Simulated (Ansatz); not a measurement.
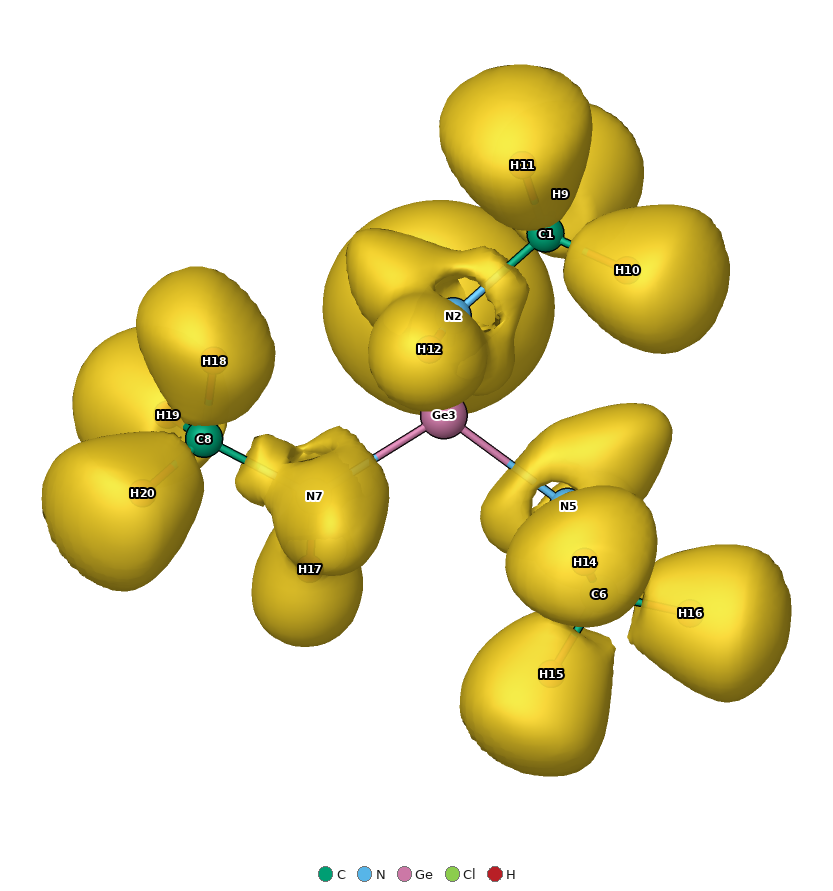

The picture shows: C$_{3}$H$_{12}$ClGeN$_{3}$ (SMILES C[NH][Ge]([Cl])([NH]C)[NH]C). Isosurface of the electron localisation function at 0.75 (yellow), seen at a tilt. Core shells and regions of very low density are left out.

Geometry: PBE0-D4/def2-TZVP.

Computed with Ansatz 0.2.0, RKS PBE0-D4/def2-TZVPP.

```xyz
20

C     2.4028    1.1227    0.2876
N     1.4832    0.1173   -0.2037
Ge   -0.1287   -0.1589    0.5714
Cl    0.2529   -0.6285    2.6557
N    -1.2129    1.2916    0.6792
C    -1.7814    1.9035   -0.5021
N    -0.8732   -1.5230   -0.3673
C    -0.2104   -2.8130   -0.4566
H     2.4473    1.0706    1.3775
H     2.1299    2.1505    0.0159
H     3.4118    0.9261   -0.0853
H     1.4653    0.0345   -1.2090
H    -1.7942    1.3410    1.5007
H    -1.0432    1.8978   -1.3085
H    -2.6829    1.4050   -0.8826
H    -2.0307    2.9511   -0.3081
H    -1.8676   -1.6099   -0.2142
H     0.8590   -2.6605   -0.6128
H    -0.3275   -3.4317    0.4417
H    -0.5912   -3.3770   -1.3132
```

### What do the ELF domains correspond to?

The surface consists of nine regions around hydrogen nuclei, one region on Cl in which the atom's valence shell and bonds are merged and three joined regions spread over several atoms (H, N), in which their bonds and any lone pairs are merged.

Values along the shortest contacts:
C–N (1.45 Å): the ELF peaks at about 0.90 between the atoms: a covalent bond. Ge–N (1.81 Å): the ELF peaks at about 0.85 in the valence shell of N, 0.6 Å from its nucleus, and is about 0.50 at the midpoint.
